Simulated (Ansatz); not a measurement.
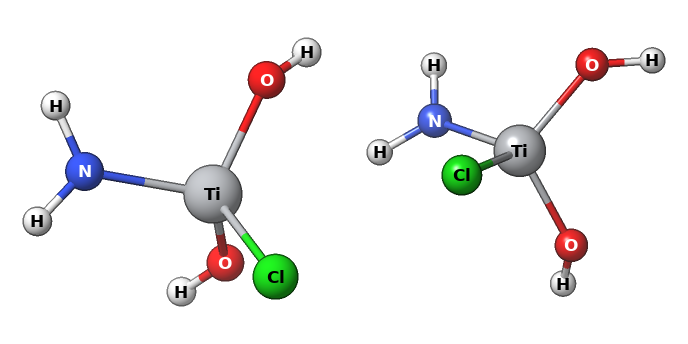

Both panels show the same species.

The species is neutral and a spin singlet. The computed structure is the end point of a PBE0-D4/def2-TZVP optimisation.

Description:

It has 9 atoms: 1 chlorine, 4 hydrogen, 1 nitrogen, 2 oxygen and 1 titanium (ClH₄NO₂Ti). As SMILES it reads `[NH2][Ti]([OH])([OH])[Cl]`. The point group is C1. Coordination: 1 N trigonal planar; 1 Ti tetrahedral; 2 O bent.

The parts below concern this one geometry. Atoms keep their numbers from picture to picture.

## Dipole moment

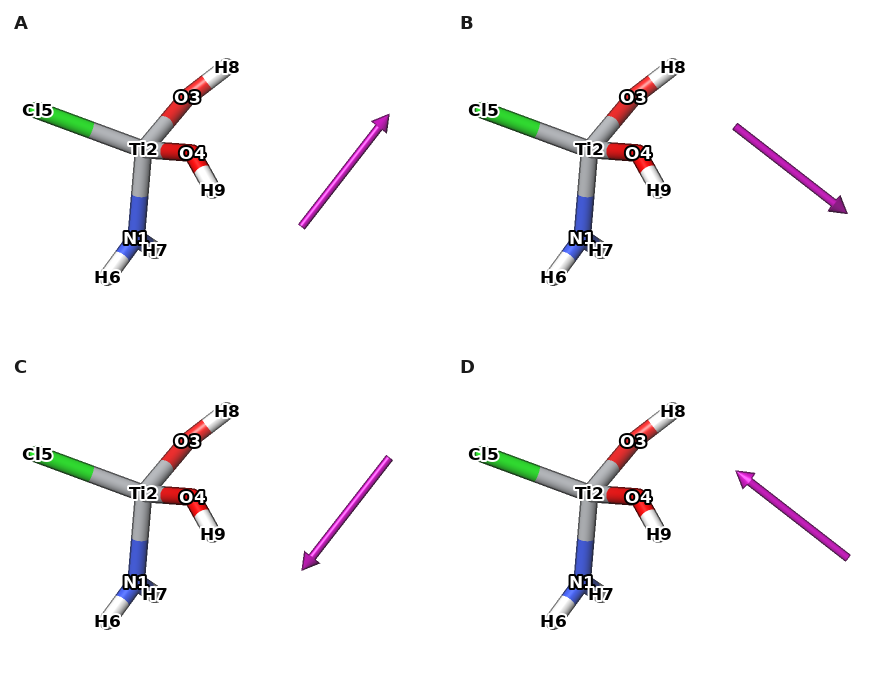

The same molecule four times, each with an arrow. Properties computed with RKS PBE0-D4/def2-TZVP (Ansatz 0.2.0).

> Which arrow points along the dipole moment, from the negative to the positive end?

B. The dipole moment is 3.89 D; it points from the side of Cl5 to the side of H7 (the outermost atoms at the two ends).

## Electronic properties

Level of theory: RKS r2SCANh-D4/def2-TZVPP (Ansatz 0.2.0).

> What is the dispersion correction?

−5.5 kJ/mol.

> Estimate the HOMO energy (Kohn–Sham orbital).

−7.30 eV.

> What is the LUMO energy (Kohn–Sham orbital)?

−2.29 eV.

## Thermal motion

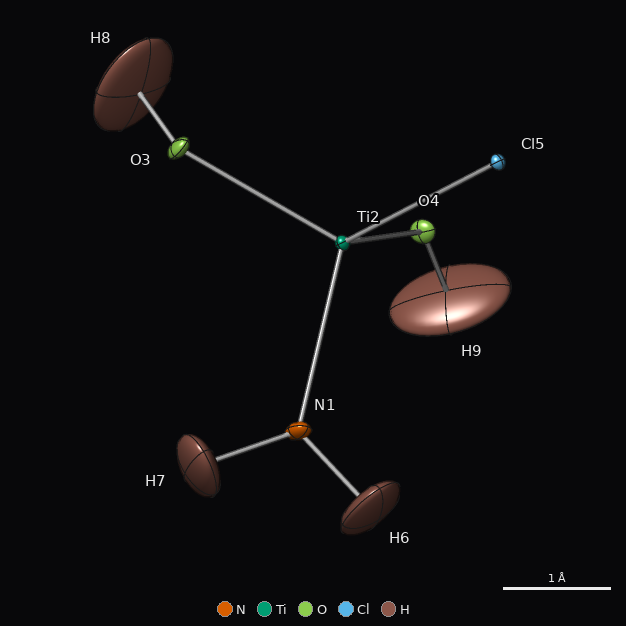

Displacement ellipsoids at the 50 % level, from the internal vibrations of the free molecule (harmonic, no overall translation or rotation; no half-axis is drawn under 0.075 Å). Vibrations computed with RKS PBE0-D4/def2-TZVP (Ansatz 0.2.0). Temperature: 298 K.

Give the displacement parameters, one line for each set of equivalent atoms.

```csv
atom,U_eq (Å²),rms amplitudes (Å)
N1,0.0061,"0.052, 0.071, 0.103"
Ti2,0.0014,"0.032, 0.038, 0.040"
O3,0.0059,"0.050, 0.071, 0.100"
O4,0.0056,"0.050, 0.075, 0.093"
Cl5,0.0022,"0.044, 0.045, 0.052"
H6,0.0583,"0.089, 0.206, 0.353"
H7,0.0507,"0.096, 0.202, 0.320"
H8,0.0739,"0.091, 0.271, 0.374"
H9,0.0772,"0.091, 0.268, 0.390"
```

## Charges

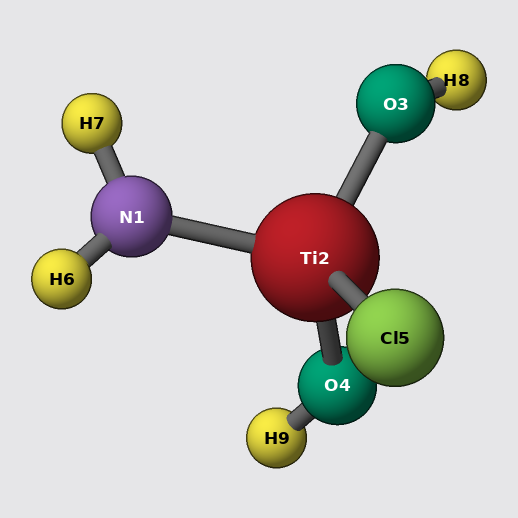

The questions are on Mulliken charges. Properties computed with RKS r2SCAN-D4/def2-TZVPP (Ansatz 0.2.0).

> Which atom carries the highest charge (most positive or least negative)?

Ti2 (1.01 e).

> And the lowest?

N1 (−0.50 e).

List the Mulliken charges.

```tsv
atom	value (e)
N1	−0.50
Ti2	1.01
O3	−0.47
O4	−0.47
Cl5	−0.31
H6	0.16
H7	0.17
H8	0.21
H9	0.21
```

Mulliken values depend strongly on the basis set and can even reverse the polarity of a bond.
